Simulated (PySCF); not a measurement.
# Pb(CH3)2H2: other spin states, a change of charge and excitations

How does Pb(CH3)2H2 respond at fixed geometry? The runs cover other spin states, a change of charge and excitations. The structure is generated, not taken from experiment.

Computed with PySCF 2.14.0. Level: TPSS, Pb def2-SVP with ECP60, C def2-SVP, H def2-SVP; scalar-relativistic core potentials, no spin–orbit coupling.

4 further runs of the same task are left out: 2 for a known fault of the program, 1 that didn't finish, 1 set aside as unsound or not needed.

**1. Where the work starts**

11 atoms, charge 0, spin multiplicity 1.

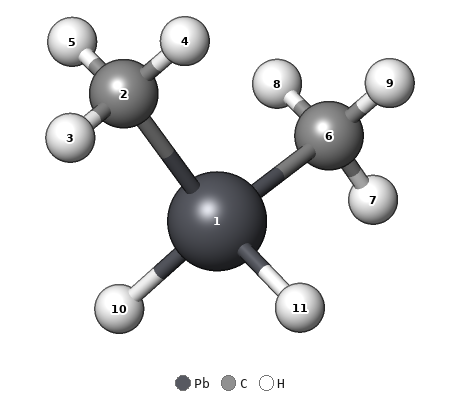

The geometry (lead dark grey, carbon grey, hydrogen white); atoms are numbered from 1 in the order of the file.

Geometry (Å):

```mol
C2H8Pb
  3D, bonds by distance, orders not assigned

 11 10  0  0  0  0  0  0  0  0999 V2000
    0.0000   -0.0000   -0.1804 Pb  0  0
    1.3186    1.3186    1.1085 C   0  0
    1.9451    1.9451    0.4543 H   0  0
    0.6776    1.9543    1.7396 H   0  0
    1.9543    0.6776    1.7396 H   0  0
   -1.3186   -1.3186    1.1085 C   0  0
   -1.9451   -1.9451    0.4543 H   0  0
   -0.6776   -1.9543    1.7396 H   0  0
   -1.9543   -0.6776    1.7396 H   0  0
    1.0235   -1.0235   -1.2315 H   0  0
   -1.0235    1.0235   -1.2315 H   0  0
  1  2  8  0
  1  6  8  0
  1 10  8  0
  1 11  8  0
  2  3  8  0
  2  4  8  0
  2  5  8  0
  6  7  8  0
  6  8  8  0
  6  9  8  0
M  END
```

Formal oxidation states: Pb +4. An earlier session relaxed this geometry at TPSS, Pb def2-SVP with ECP60, C def2-SVP, H def2-SVP (singlet, point group C2v).

Its energy there is -273.733677 Eh.

**2. Multiplicity 3 at the relaxed geometry**

The input, run.py (the lines that set the calculation):

```python
mol = gto.M(atom='''
Pb     0.00000     0.00000    -0.18040
C      1.31862     1.31862     1.10853
H      1.94506     1.94506     0.45432
H      0.67760     1.95426     1.73965
H      1.95426     0.67760     1.73965
C     -1.31862    -1.31862     1.10853
H     -1.94506    -1.94506     0.45432
H     -0.67760    -1.95426     1.73965
H     -1.95426    -0.67760     1.73965
H      1.02355    -1.02355    -1.23152
H     -1.02355     1.02355    -1.23152''',
    basis={'Pb': 'def2-SVP', 'C': 'def2-SVP', 'H': 'def2-SVP'},
    ecp={'Pb': 'def2-SVP'},
    charge=0, spin=2)
mf = dft.UKS(mol, xc='TPSS')
mf.grids.atom_grid = (50, 194)
mf = mf.density_fit()  # fitting sets: Pb def2-universal-JKFIT, C def2-universal-JKFIT, H def2-universal-JKFIT
mf.conv_tol = 1e-08; mf.max_cycle = 55
mf.kernel(dm0)  # dm0: free metal ions and neutral atoms
```

The run is started by

```bash
$ OMP_NUM_THREADS=2 python run.py
```

Standard output:

```text
init E= -277.062732109367
cycle= 1 E= -272.156655772631  delta_E= 4.91  |g|=  1.3  |ddm|= 3.82
cycle= 2 E= -268.480103293049  delta_E= 3.68  |g|=  2.4  |ddm|= 8.14
cycle= 3 E= -273.409115010283  delta_E= -4.93  |g|= 0.34  |ddm|= 7.41
cycle= 4 E= -273.465798167814  delta_E= -0.0567  |g|= 0.277  |ddm|= 2.38
cycle= 5 E= -273.533709347926  delta_E= -0.0679  |g|= 0.0954  |ddm|= 1.33
cycle= 6 E= -273.540364965688  delta_E= -0.00666  |g|= 0.0531  |ddm|= 0.323
cycle= 7 E= -273.543047878159  delta_E= -0.00268  |g|= 0.014  |ddm|= 0.285
cycle= 8 E= -273.543346261949  delta_E= -0.000298  |g|= 0.00347  |ddm|= 0.135
cycle= 9 E= -273.543362620387  delta_E= -1.64e-05  |g|= 0.00143  |ddm|= 0.0184
cycle= 10 E= -273.543366042265  delta_E= -3.42e-06  |g|= 0.000483  |ddm|= 0.0162
cycle= 11 E= -273.543366321289  delta_E= -2.79e-07  |g|= 6.14e-05  |ddm|= 0.00172
cycle= 12 E= -273.543366324852  delta_E= -3.56e-09  |g|= 2.6e-05  |ddm|= 0.000436
Extra cycle  E= -273.543366278603  delta_E= 4.62e-08  |g|= 0.000229  |ddm|= 0.000651
converged SCF energy = -273.543366278603  <S^2> = 2.0082784  2S+1 = 3.0055139
```

It took 7.6 s on 2 threads of Arm Neoverse V2, shared host.

It gives: E = -273.543366 Eh (+5.179 eV from the relaxed state), HOMO -1.54 eV, LUMO -6.15 eV (over both spins), ⟨S²⟩ = 2.008, Mulliken charge on Pb1 +0.31 e. An empty level of one spin lies below a filled level of the other.

**3. One electron removed, multiplicity 2**

Changes to run.py (the lines that set the calculation) since step 2:

```diff
@@ -14,3 +14,3 @@
     ecp={'Pb': 'def2-SVP'},
-    charge=0, spin=2)
+    charge=1, spin=1)
 mf = dft.UKS(mol, xc='TPSS')
@@ -19,2 +19,2 @@
 mf.conv_tol = 1e-08; mf.max_cycle = 55
-mf.kernel(dm0)  # dm0: free metal ions and neutral atoms
+mf.kernel(dm0)  # dm0: the density of the relaxed state
```

The run is started by

```bash
$ OMP_NUM_THREADS=2 python run.py
```

Standard output:

```text
init E= -273.736981514494
  HOMO = -0.244370700832  LUMO = -0.238147308981  gap/eV = 0.16935
cycle= 1 E= -273.352931891483  delta_E= 0.384  |g|= 0.219  |ddm|= 0.612
  HOMO = -0.479423469076  LUMO = -0.477536788467  gap/eV = 0.05134
cycle= 2 E= -273.126568809728  delta_E= 0.226  |g|= 0.566  |ddm|= 1.09
  HOMO = -0.477131609142  LUMO = -0.459002583594  gap/eV = 0.49332
cycle= 3 E= -273.378132780078  delta_E= -0.252  |g|= 0.107  |ddm|= 0.964
  HOMO = -0.459628352023  LUMO = -0.450367773995  gap/eV = 0.25199
cycle= 4 E= -273.388272865891  delta_E= -0.0101  |g|= 0.0312  |ddm|= 0.189
  HOMO = -0.456605094548  LUMO = -0.44802929982  gap/eV = 0.23336
cycle= 5 E= -273.389223773848  delta_E= -0.000951  |g|= 0.0146  |ddm|= 0.0651
  HOMO = -0.457580036404  LUMO = -0.446755764669  gap/eV = 0.29454
cycle= 6 E= -273.389403928022  delta_E= -0.00018  |g|= 0.00635  |ddm|= 0.0277
  HOMO = -0.457839848628  LUMO = -0.446583745911  gap/eV = 0.30629
cycle= 7 E= -273.389464452709  delta_E= -6.05e-05  |g|= 0.00143  |ddm|= 0.0189
  HOMO = -0.457812832919  LUMO = -0.446341683901  gap/eV = 0.31215
cycle= 8 E= -273.38946796432  delta_E= -3.51e-06  |g|= 0.00033  |ddm|= 0.00538
  HOMO = -0.457846572065  LUMO = -0.446299018347  gap/eV = 0.31422
cycle= 9 E= -273.389468095704  delta_E= -1.31e-07  |g|= 0.000103  |ddm|= 0.000869
  HOMO = -0.457848456804  LUMO = -0.446304257893  gap/eV = 0.31413
cycle= 10 E= -273.389468079031  delta_E= 1.67e-08  |g|= 0.000189  |ddm|= 0.000532
  HOMO = -0.45784862045  LUMO = -0.446304504213  gap/eV = 0.31413
cycle= 11 E= -273.389468103612  delta_E= -2.46e-08  |g|= 8.86e-05  |ddm|= 0.000588
  HOMO = -0.457850153298  LUMO = -0.446305873393  gap/eV = 0.31414
cycle= 12 E= -273.389468110531  delta_E= -6.92e-09  |g|= 8.16e-06  |ddm|= 0.000193
  HOMO = -0.457848530045  LUMO = -0.446306017223  gap/eV = 0.31409
Extra cycle  E= -273.38946811041  delta_E= 1.22e-10  |g|= 1.48e-05  |ddm|= 3.93e-05
converged SCF energy = -273.38946811041  <S^2> = 0.76745043  2S+1 = 2.017375
```

It took 7.3 s on 2 threads of Arm Neoverse V2, shared host.

Result: E = -273.389468 Eh (+9.366 eV from the relaxed state), HOMO -12.46 eV, LUMO -12.14 eV (over both spins), ⟨S²⟩ = 0.767, Mulliken charge on Pb1 +0.54 e. 

**4. Singlet excitations, Tamm-Dancoff PBE0**

Changes to run.py (the lines that set the calculation) since step 3:

```diff
@@ -14,4 +14,4 @@
     ecp={'Pb': 'def2-SVP'},
-    charge=1, spin=1)
-mf = dft.UKS(mol, xc='TPSS')
+    charge=0, spin=0)
+mf = dft.RKS(mol, xc='PBE0')
 mf.grids.atom_grid = (50, 194)
```

The run is started by

```bash
$ OMP_NUM_THREADS=2 python run.py
```

Standard output:

```text
init E= -273.655484329032
  HOMO = -0.281583077462876  LUMO = -9.07519942856538e-05  gap/eV = 7.65980
cycle= 1 E= -273.65763791611  delta_E= -0.00215  |g|= 0.0228  |ddm|= 0.172
  HOMO = -0.277328066434627  LUMO = 0.00206735019522064  gap/eV = 7.60274
cycle= 2 E= -273.657676677206  delta_E= -3.88e-05  |g|= 0.0203  |ddm|= 0.0734
  HOMO = -0.280648360867174  LUMO = 0.000104138913657792  gap/eV = 7.63966
cycle= 3 E= -273.657797713404  delta_E= -0.000121  |g|= 0.0028  |ddm|= 0.0319
  HOMO = -0.280277691251017  LUMO = 0.000371658305217792  gap/eV = 7.63686
cycle= 4 E= -273.657799554703  delta_E= -1.84e-06  |g|= 0.00101  |ddm|= 0.00333
  HOMO = -0.280320679054682  LUMO = 0.000411513353450133  gap/eV = 7.63911
cycle= 5 E= -273.657799841173  delta_E= -2.86e-07  |g|= 0.000176  |ddm|= 0.0016
  HOMO = -0.280316184831802  LUMO = 0.000400526892093467  gap/eV = 7.63869
cycle= 6 E= -273.65779985243  delta_E= -1.13e-08  |g|= 1.01e-05  |ddm|= 0.000252
  HOMO = -0.280316227891594  LUMO = 0.000401535532921216  gap/eV = 7.63872
cycle= 7 E= -273.657799852473  delta_E= -4.38e-11  |g|= 1.87e-06  |ddm|= 2.33e-05
  HOMO = -0.280316437006594  LUMO = 0.000401281478145776  gap/eV = 7.63872
Extra cycle  E= -273.657799852478  delta_E= -4.72e-12  |g|= 1.52e-06  |ddm|= 5.23e-06
converged SCF energy = -273.657799852478
```

Run time: 23 s. Hardware: 2 threads of Arm Neoverse V2, shared host.

It gives: E = -273.657800 Eh, HOMO -7.63 eV, LUMO 0.01 eV, Mulliken charge on Pb1 +0.41 e. 

Singlet excitations:

```
state  energy (eV)  oscillator strength
    1         7.10               0.2152
    2         7.21               0.0700
    3         7.50               0.0622
    4         7.67               0.0011
    5         7.81               0.3018
    6         7.97               0.0000
    7         8.00               0.5564
    8         8.15               0.0091
```

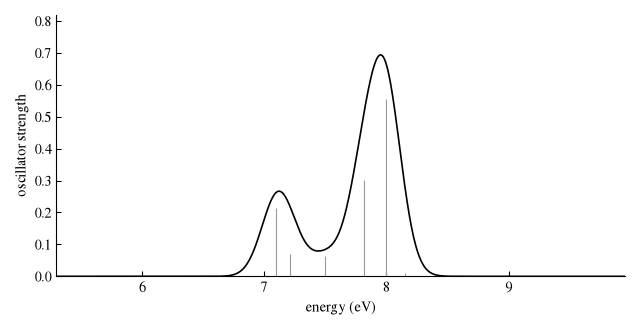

Absorption from the eight lowest singlets. Lines are broadened to a width of 0.30 eV (Gaussian).

**5. Results**

| state | energy from the relaxed state (eV) | ⟨S²⟩ | time |
| --- | --- | --- | --- |
| charge 0, singlet, vacuum (relaxed) | 0 | 0.00 |  |
| charge 0, triplet, vacuum | 5.18 | 2.01 | 7.6 s |
| charge +1, doublet, vacuum | 9.37 | 0.77 | 7.3 s |

An electron taken off or put on is at rest in vacuum. 

In the excitation run (PBE0), the lowest singlet lies at 7.10 eV (gaps between orbitals at other levels can't be set against it), and the brightest of the eight at 8.00 eV (f = 0.556); spin–orbit coupling would mix in triplets. Removing an electron vertically costs 9.37 eV (doublet), against −HOMO = 6.57 eV. The triplet lies 5.18 eV above at this geometry. These are double-zeta-type bases without diffuse functions. Spin–orbit coupling is left out.
